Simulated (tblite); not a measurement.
# C4H9AlS: the cost of one run

Programs: tblite 0.8.0 and PySCF 2.14.0, with density-fitted response routines of our own. Each step states its level of theory. These are calculated values for one molecule in the gas phase, unless marked as measured. Atoms count from 0, in the outputs and in this text.

## 1. Starting geometry

15 atoms, charge 0, multiplicity 1; geometry from: force field or distance geometry start.

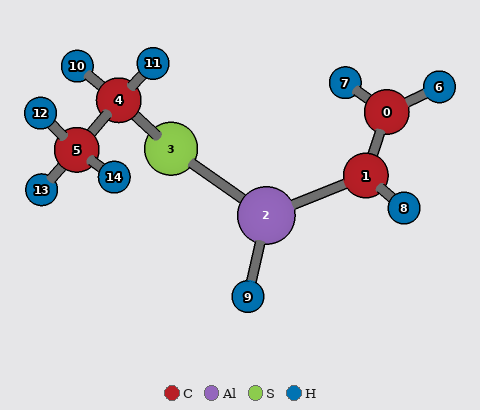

The starting geometry (carbon red, aluminium purple, sulfur green, hydrogen blue), atoms numbered; sticks join atoms by distance.

## 2. Geometry optimisation with GFN2-xTB

Job settings and geometry (Å):

```
{"job": {"kind": "relax", "xc": "GFN2-xTB", "basis": "xTB"}, "charge": 0, "multiplicity": 1}
C      3.186700     0.531500    -0.018300
C      2.681300    -0.692100    -0.111800
Al     0.970300    -1.051100    -1.006600
S     -0.509800     0.576900    -1.582400
C     -1.711600     0.956500    -0.281000
C     -2.676700    -0.160000     0.009200
H      4.102200     0.801900     0.453300
H      2.594500     1.335500    -0.464000
H      3.211100    -1.553700     0.320500
H      0.507700    -2.564400    -1.233200
H     -2.307600     1.830500    -0.668200
H     -1.236300     1.241000     0.675000
H     -3.451600     0.256200     0.717800
H     -3.189500    -0.536600    -0.882300
H     -2.175100    -0.964100     0.544300
```

Command:

```bash
OMP_NUM_THREADS=1 python probes_run.py task.json out
```

This one command runs all jobs of the session in turn.

**Question.** How long does this first job take on 1 thread of Arm Neoverse N1, shared host?

About 1.6 s.
